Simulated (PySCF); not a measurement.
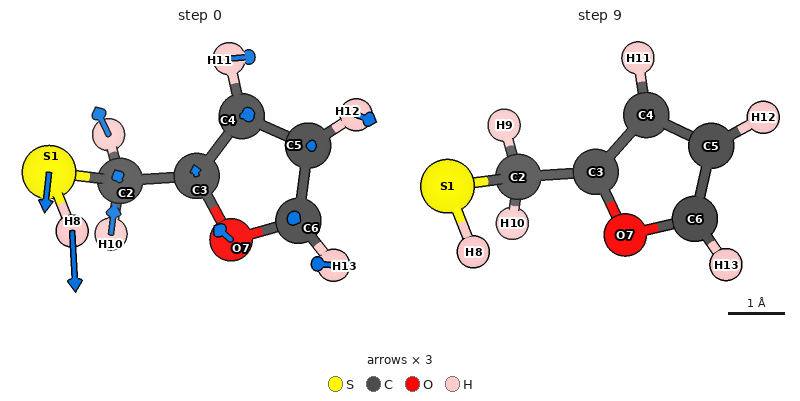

The structure of C$_{5}$H$_{6}$OS before (left) and after (right) a relaxation, at one scale. The blue arrows give the displacements, 3 times their true length.

The picture is a ball-and-stick view, seen at a tilt.

The start comes from GFN2-xTB.

Level of theory: PBE0-D3(BJ)/def2-SVP geometry optimisation, gas phase (PySCF). 

What changed between the two?

Over 9 geometry steps the energy falls by 0.068 eV. Largest force component: 0.93 eV/Å at the start, 0.0092 eV/Å at the end. The atom that moves furthest after the best rigid fit is H8 (0.41 Å). Largest moves by element: H 0.41 Å, S 0.26 Å, O 0.23 Å, C 0.16 Å. Near-neighbour distances that change, for instance: S1–H8 1.331 → 1.350 Å, C4–H11 1.071 → 1.088 Å, S1–C2 1.848 → 1.833 Å, C4–C5 1.416 → 1.430 Å. Among the angles between lasting bonds that change: H9–C2–H10 110.5° → 107.6°, S1–C2–C3 111.6° → 114.2°. Groups turn about C2–C3 by about 20°. The run took roughly 60 core-seconds on a shared host.
